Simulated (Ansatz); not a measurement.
# GaH2O2···CHF3 (doublet): what the fields show

```xyz
10

Ga   -0.0417   -0.4547   -0.4130
H     0.0131   -0.1907    2.3442
O     1.4398   -0.2830   -1.4575
H     2.2656   -0.4827   -0.9730
O    -1.5851   -0.1763   -1.3398
H    -2.3792   -0.2993   -0.7848
C     0.0178   -0.0282    3.4481
F    -0.6036   -1.0468    4.0686
F     1.2822    0.0466    3.9002
F    -0.6187    1.1165    3.7526
```

All numbers below come from UKS PBE/def2-SVP (Ansatz).

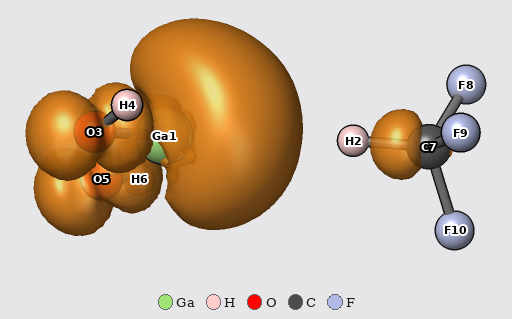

Figure 1. Isosurfaces of the spin density at +0.015 (orange) and −0.015 e/Å³ (purple), seen from one side.

Question: Where is the unpaired spin?

Answer: The unpaired spin (1 electron) lies mostly on Ga1 (about 0.6), O3 (about 0.2) and O5 (about 0.2), in electrons by Hirshfeld's partition.

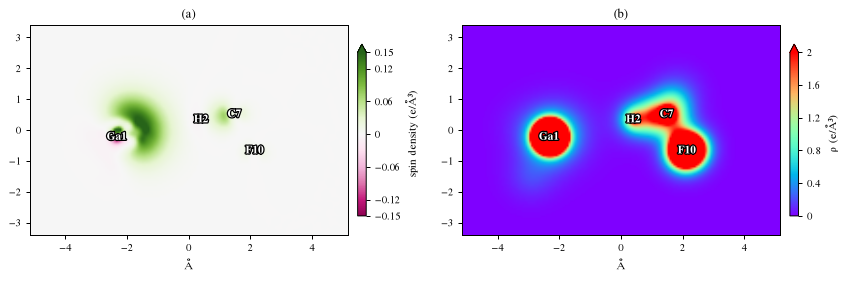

Figure 2. (a) spin density (α minus β); (b) total electron density on the plane of atoms H2, C7 and F10.

Question: What do the fields say about this system?

Answer: The plane passes through Ga, H, C and F nuclei. Ga1···H2 (2.77 Å): the density falls to about 0.08 e/Å³ on the way. C–F (1.34 Å): ρ is about 2.3 e/Å³ halfway, with its minimum of 1.8 e/Å³ about 0.5 Å from C. C–H (1.12 Å): the density is about 2.1 e/Å³ at the midpoint.

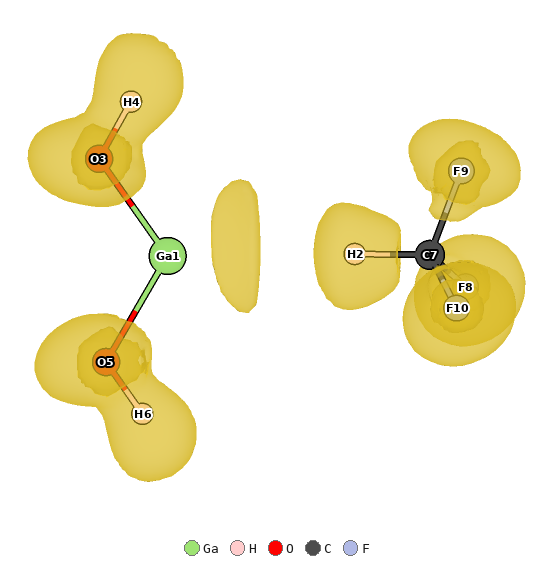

Figure 3. Isosurface of the ELF at 0.75 (yellow), seen across its widest extent. Core shells and regions of very low density are left out.

Question: Where are the electrons localised?

Answer: At this value the surface marks out one region around a hydrogen nucleus, three regions on F in which the atom's valence shell and bonds are merged, one lobe on Ga, pointing away from the bonds (non-bonding electrons) and two joined regions spread over several atoms (H, O), in which their bonds and any lone pairs are merged.


Ga1···H2 (2.77 Å): the ELF dips to about 0.15 between them. C–F (1.34 Å): the ELF peaks at about 0.85 between the atoms, as expected for a shared but strongly polarised pair.
